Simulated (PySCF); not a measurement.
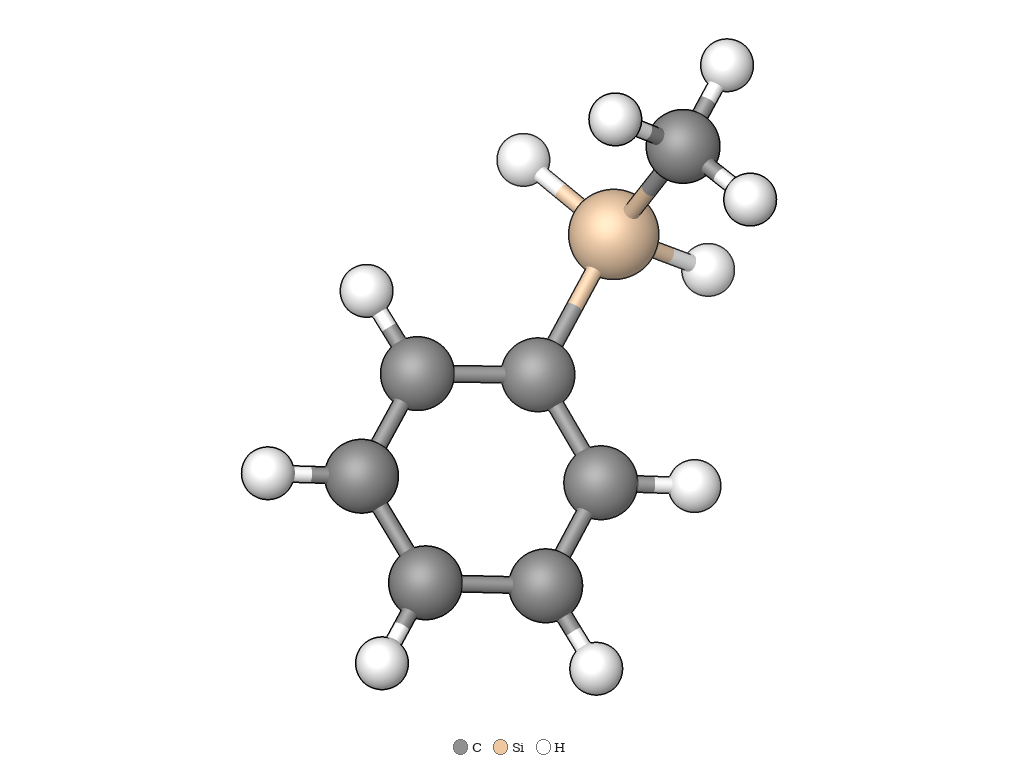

The computed structure is the end point of a GFN2-xTB optimisation. No frequency run is at hand to confirm it as a minimum.

Description:

It has 18 atoms: 7 carbon, 10 hydrogen and 1 silicon (C7H10Si). Its SMILES string is `C[SiH2]c1ccccc1`. Independent rings (smallest set): 1 of 6 members, 1 of them aromatic. Among its groups: Si–H bond. The point group is Cs. Coordination: 1 C tetrahedral; 1 Si tetrahedral; 6 C trigonal planar.

More results for the same structure follow; atom numbers are the same in all pictures, views and colours differ.

## Shape

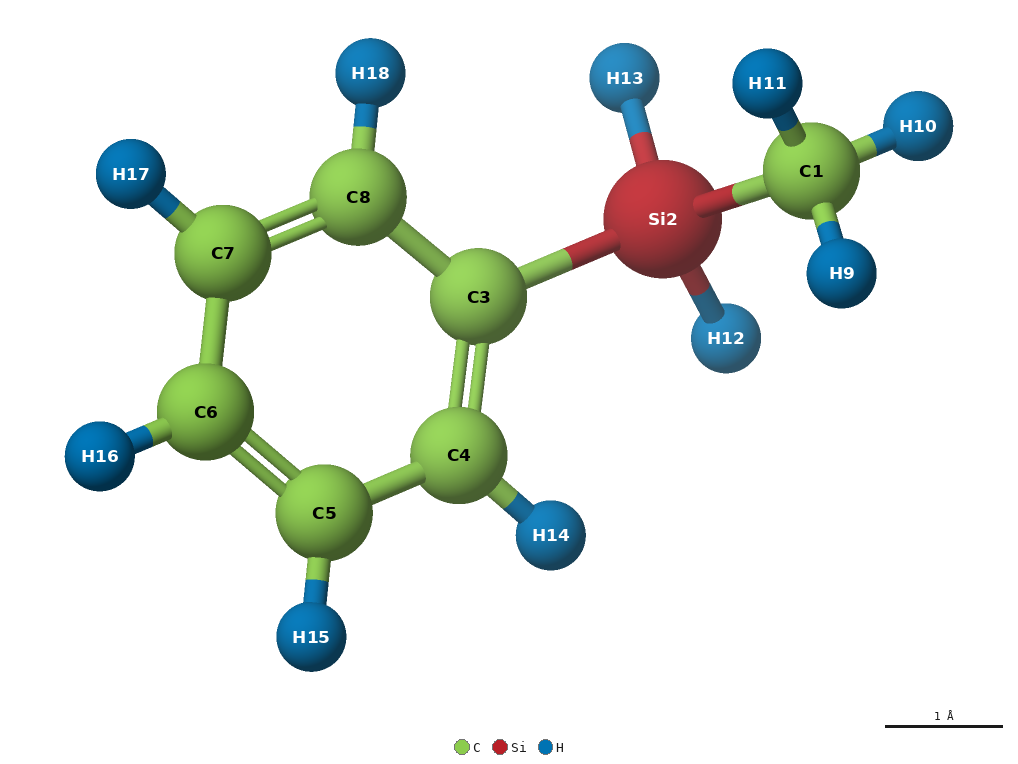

Atoms carry their numbers in the input. No frequency run is at hand to confirm it as a minimum.

What are the angles C1–Si2–C3, C1–Si2–H12, Si2–C1–H9, Si2–C3–C4, C3–C4–C5, C3–C4–H14, C4–C3–C8, C4–C5–C6, C4–C5–H15, C5–C4–H14, C5–C6–H16, C6–C5–H15?

```csv
angle,degrees
C1–Si2–C3,109.9
C1–Si2–H12,109.8
Si2–C1–H9,111.4
Si2–C3–C4,121.1
C3–C4–C5,121.3
C3–C4–H14,119.3
C4–C3–C8,117.8
C4–C5–C6,120.0
C4–C5–H15,120.0
C5–C4–H14,119.4
C5–C6–H16,120.2
C6–C5–H15,120.0
```

## Dipole moment

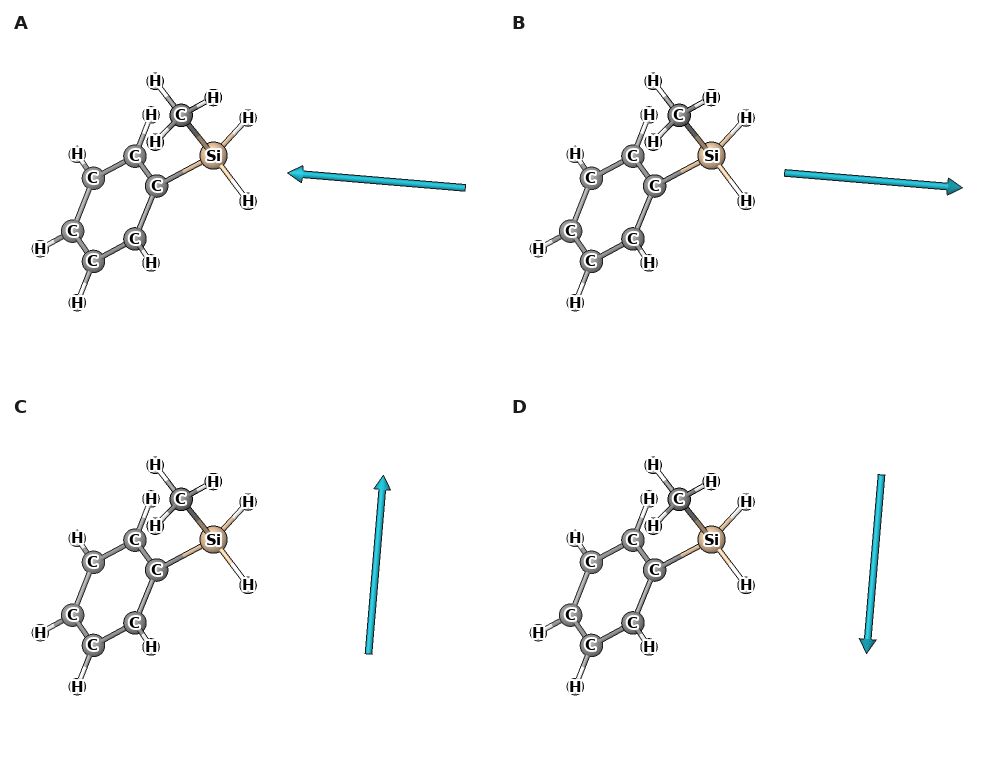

The same molecule four times, each with an arrow. No frequency run is at hand to confirm it as a minimum. Properties computed with PBE0/pcSseg-1, gas phase (PySCF 2.14.0).

> Which arrow points along the dipole moment, from the negative to the positive end?

A. The dipole moment is 0.63 D.

## Charges

The questions are on Hirshfeld charges. No frequency run is at hand to confirm it as a minimum. Level of theory: PBE0/pcSseg-1, gas phase (PySCF 2.14.0).

Give the Hirshfeld charges atom by atom.

```
atom  value (e)
  C1      −0.21
 Si2       0.34
  C3      −0.09
  C4      −0.05
  C5      −0.05
  C6      −0.05
  C7      −0.05
  C8      −0.05
  H9       0.04
 H10       0.04
 H11       0.04
 H12      −0.08
 H13      −0.08
 H14       0.05
 H15       0.05
 H16       0.05
 H17       0.05
 H18       0.05
```

## NMR shielding

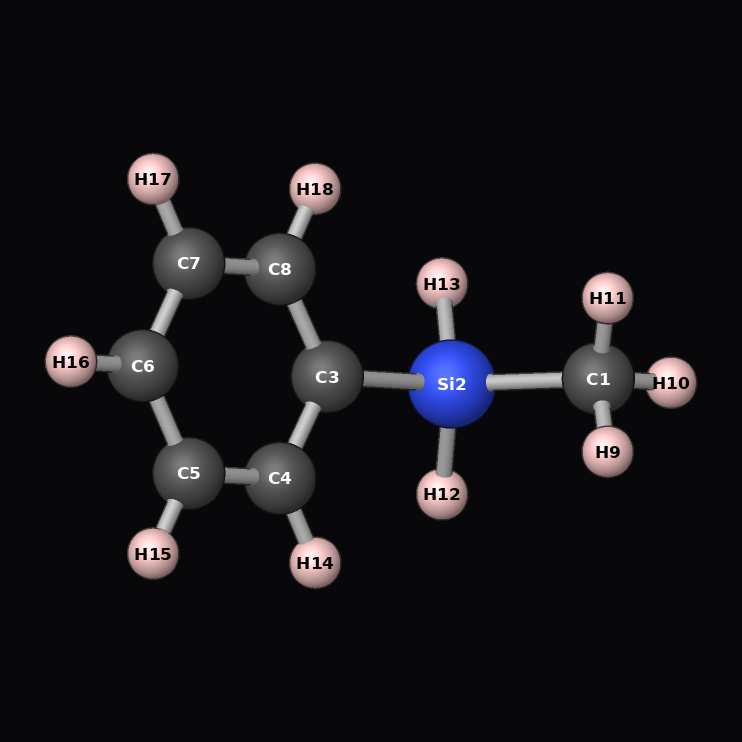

No frequency run is at hand to confirm it as a minimum. Method: GIAO PBE0/pcSseg-1 NMR shielding, non-relativistic, gas phase (PySCF 2.14.0). Principal shieldings σ11 ≤ σ22 ≤ σ33, span Ω = σ33 − σ11, skew κ = 3(σiso − σ22)/Ω.

Give the shielding tensors of the Si atoms.

```tsv
atom	σ11	σ22	σ33	σiso	Ω	κ
Si2	369.1	375.9	415.9	387.0	46.8	0.71
```

Shieldings and span in ppm.

The geometry is semi-empirical. Around Si such bond lengths and angles can be off by a tenth of an ångström or more and by several degrees, and values that hang on the shape move with them.
